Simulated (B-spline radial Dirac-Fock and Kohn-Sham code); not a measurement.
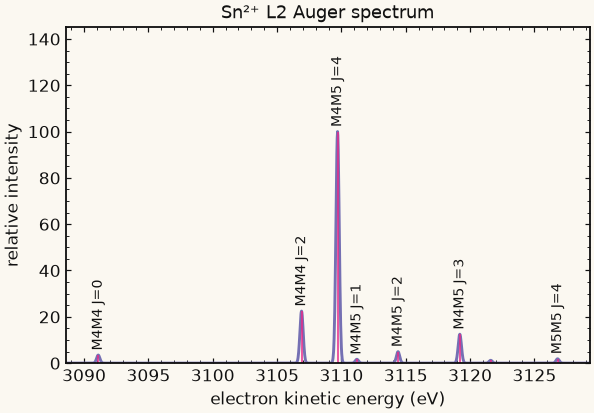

The Auger multiplet of an L2 hole with both final holes in M45, lines labelled by the leading pair of holes and J, broadened by 0.30 eV full width. Kinetic energies count from the vacuum level; very weak lines are left out. Lines are named by their largest jj component, which in light atoms can differ from the customary names. Species: the ion Sn²⁺, configuration [Kr] 4d10 5s2, inside a Watson sphere of charge −2 and radius 3 Å that stands in for a crystal. Level of theory: Dirac–Fock ΔSCF energies in intermediate coupling of the two holes, Coulomb rates, valence shells as spectators; calculated with a B-spline radial code.

The strongest line is L2-M4M5 J=4 at 3.1097 keV (68 % of the multiplet), followed by L2-M4M4 J=2 at 3.1069 keV (15 %), L2-M4M5 J=3 at 3.1192 keV (8.4 %), L2-M4M5 J=2 at 3.1144 keV (3.3 %). The lines shown span 3.091 keV to 3.127 keV.
